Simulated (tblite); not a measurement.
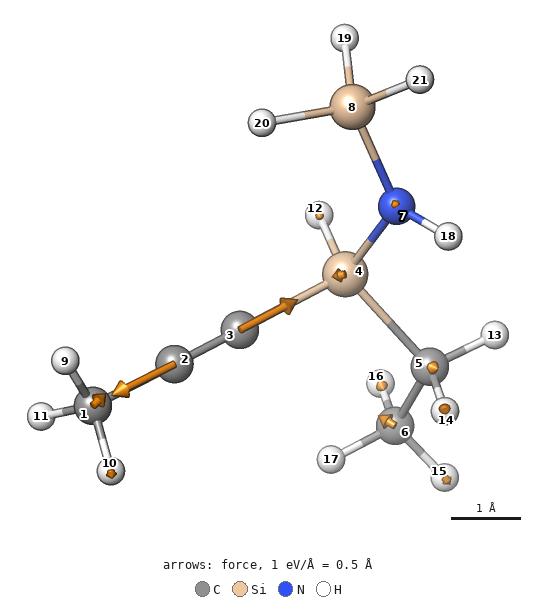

Starting geometry of C₅H₁₃NSi₂ with the computed forces as orange arrows. A ball-and-stick model, seen at a tilt.

Level of theory: GFN2-xTB geometry optimisation, gas phase in tblite 0.8.0. 

### Is this structure relaxed? If not, where do the atoms go?

It isn't relaxed: the largest force vector, on C2, is 2.28 eV/Å. The final displacements have little in common with the starting forces (cosine between the two patterns 0.03). Over 83 geometry steps the energy falls by 3.70 kJ/mol. H20 moves most after the best rigid fit: 0.38 Å. Largest moves by element: H 0.38 Å, C 0.15 Å, N 0.08 Å, Si 0.07 Å. Among the contacts that change: C2–C3 1.189 → 1.206 Å, C1–C2 1.462 → 1.446 Å, C3–Si4 1.866 → 1.851 Å, Si4–H12 1.478 → 1.468 Å. Among the angles between lasting bonds that change: C2–C3–Si4 176.1° → 178.1°. The run took 3 s on 1 thread of Intel(R) Xeon(R) Platinum 8488C, with other jobs on the host.
